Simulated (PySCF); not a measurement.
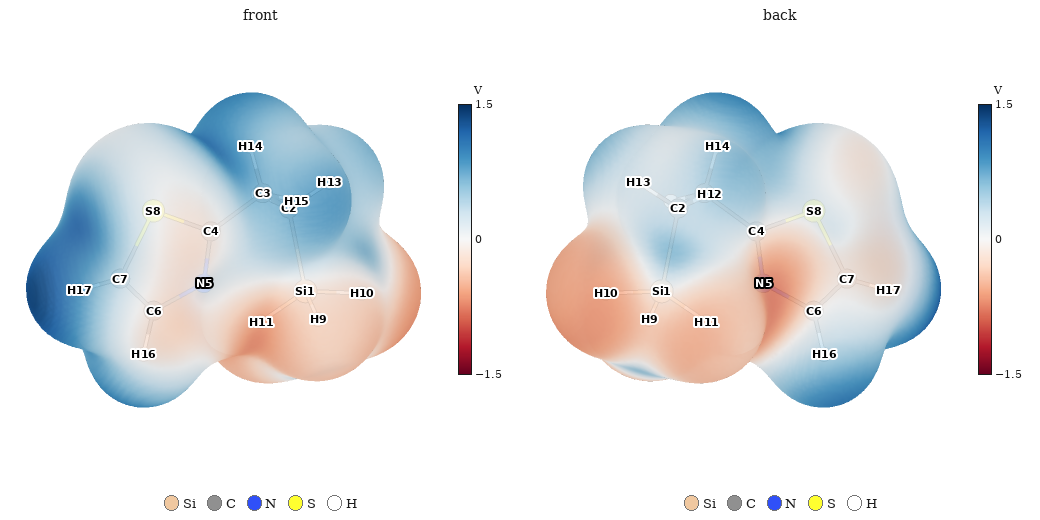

Figure 1: C5H9NSSi. The electrostatic potential painted on the density surface at 0.002 e/bohr³, seen from the front and from behind; red is negative and blue positive.

Geometry: GFN2-xTB.

Computed with PySCF 2.14.0, CAM-B3LYP/def2-SVPD, SCF density, gas phase.

Input

```
{"job": {"kind": "uv", "xc": "CAM-B3LYP", "basis": "def2-SVPD", "nstates": 8, "ntriplets": 3}, "charge": 0, "multiplicity": 1}
Si    -1.816562     0.725454    -0.625615
C     -1.544150    -1.012904     0.120226
C     -0.563191    -1.020545     1.287370
C      0.700394    -0.356050     0.898316
N      0.767174     0.541507    -0.016962
C      2.018153     1.028443    -0.186859
C      2.955879     0.484289     0.627345
S      2.238694    -0.695872     1.659467
H     -1.598967     1.766804     0.375201
H     -3.254348     0.767735    -0.960861
H     -1.090745     0.923005    -1.873673
H     -1.172492    -1.684539    -0.653529
H     -2.490259    -1.427824     0.465978
H     -0.355492    -2.036901     1.635766
H     -0.994411    -0.469069     2.130320
H      2.188638     1.786141    -0.929499
H      4.004685     0.692354     0.686561
```

Launched as:

```sh
OMP_NUM_THREADS=1 python probes_run.py task.json out
```

**Describe the electrostatic potential map.**

The most negative region (about −0.7 V) lies over N5 and H11, the most positive (about +1.3 V) over H17.

**What dipole moment does the calculation give?**

Its dipole moment is 2.54 D.
